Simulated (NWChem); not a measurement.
# C2H4FGeNO: energy and gradient calculation

C2H4FGeNO, SMILES C[O][GeH]([F])[C]#N, computed with HF/STO-3G, RHF (NWChem 7.3.0).

The geometry comes from this level: PBE0-D4/def2-TZVP.

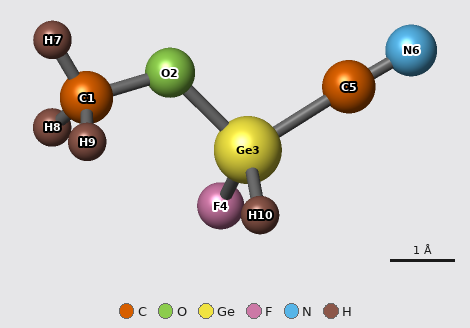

The input geometry (ball-and-stick view, seen at a tilt; atoms are numbered from 1 in the order of the input). Sticks mark near contacts.

### Input file
```python
from ase import Atoms
from ase.calculators.nwchem import NWChem

mol = Atoms('COGeFCNHHHH', positions=[
    [0.376800, -1.730100, 0.231600],
    [-0.094700, -0.465600, 0.666900],
    [-0.044400, 0.903700, -0.410300],
    [-1.168600, 0.655800, -1.696400],
    [-0.720700, 2.364700, 0.620500],
    [-1.087500, 3.271500, 1.225900],
    [0.403900, -2.383500, 1.104200],
    [-0.291400, -2.167800, -0.515700],
    [1.388600, -1.670500, -0.186300],
    [1.321000, 1.170600, -1.037500],
])

calc = NWChem(
    label='test',
    theory='scf',
    memory='2200 mb',
    basis='STO-3G',
    basispar='spherical bse',
    scf={'nopen': '0', 'rhf': None, 'thresh': '1e-08', 'maxiter': '80'},
)
mol.calc = calc

forces = mol.get_forces()
print(f"energy = {mol.get_potential_energy():.6f} eV")
print("forces (eV/A):")
for s, f in zip(mol.symbols, forces):
    print(f"{s:2s} {f[0]:10.5f} {f[1]:10.5f} {f[2]:10.5f}")
print("dipole (e A):", mol.get_dipole_moment().round(4))
```

### File test.nwi
```
title "test"

permanent_dir test

scratch_dir test

start test

geometry units angstrom nocenter noautosym noautoz
  C  3.7680000000000002e-01 -1.7301000000000000e+00 2.3160000000000000e-01
  O  -9.4700000000000006e-02 -4.6560000000000001e-01 6.6690000000000005e-01
  Ge -4.4400000000000002e-02 9.0369999999999995e-01 -4.1030000000000000e-01
  F  -1.1686000000000001e+00 6.5580000000000005e-01 -1.6963999999999999e+00
  C  -7.2070000000000001e-01 2.3647000000000000e+00 6.2050000000000005e-01
  N  -1.0874999999999999e+00 3.2715000000000001e+00 1.2259000000000000e+00
  H  4.0389999999999998e-01 -2.3835000000000002e+00 1.1042000000000001e+00
  H  -2.9139999999999999e-01 -2.1678000000000002e+00 -5.1570000000000005e-01
  H  1.3886000000000001e+00 -1.6705000000000001e+00 -1.8629999999999999e-01
  H  1.3210000000000000e+00 1.1706000000000001e+00 -1.0375000000000001e+00
end

memory 2200 mb

basis spherical bse noprint
   * library STO-3G
end

scf
  nopen 0
  rhf
  thresh 1e-08
  maxiter 80
end

task scf gradient
```

Launched with:
```bash
export ASE_NWCHEM_COMMAND="nwchem PREFIX.nwi > PREFIX.nwo"
python run.py
```

### The program's output
```
energy = -64070.476066 eV
forces (eV/A):
C     0.08073    0.43344   -0.18692
O    -0.18959    1.09308   -0.09019
Ge   -0.12377    0.25166   -0.72258
F     0.82892    0.09750    1.02469
C     1.08038   -1.63990   -1.19993
N    -0.35101    0.62899    0.45781
H     0.02736   -0.22693    0.00262
H     0.08551   -0.23160   -0.10793
H    -0.00139   -0.22806   -0.06176
H    -1.43720   -0.17828    0.88415
dipole (e A): [ 0.508  -0.4968 -0.3837]
```

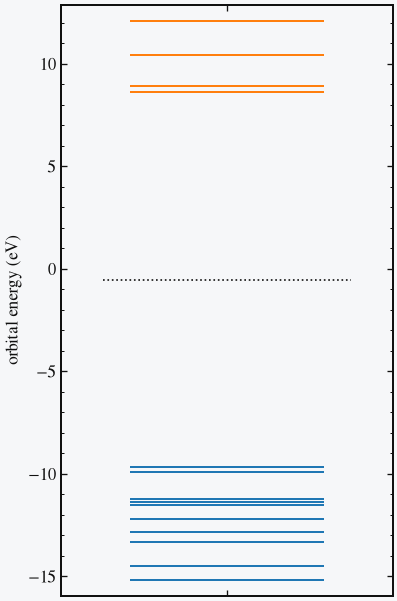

Orbital energies near the frontier; the dotted line parts filled from empty levels, and levels within 0.02 eV of each other stand side by side. Highest filled −9.69 eV, lowest empty 8.60 eV, 18.29 eV apart.

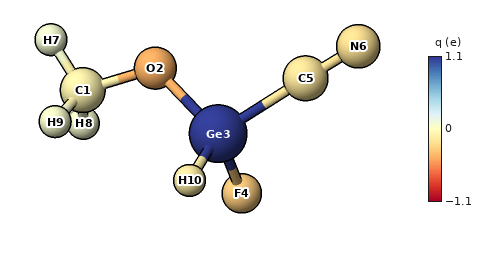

Mulliken charges, as the colour of each atom (ball-and-stick view, seen at a tilt; atoms are numbered from 1 in the order of the input). By element: C −0.16 to −0.07, O −0.42, Ge +1.06, F −0.30, N −0.19 and H −0.12 to +0.07 e.

### Results in brief

```tsv
quantity	value
outcome	converged
total energy	−2354.546586 hartree
basis functions	47
largest force	2.301 eV/Å
HOMO	−9.69 eV
LUMO	8.60 eV
dipole moment	3.88 D
hardware	1 thread of AMD EPYC (Zen 5), 16 GiB of memory available, shared host
wall time	8.4 s
peak memory	0.1 GiB
```
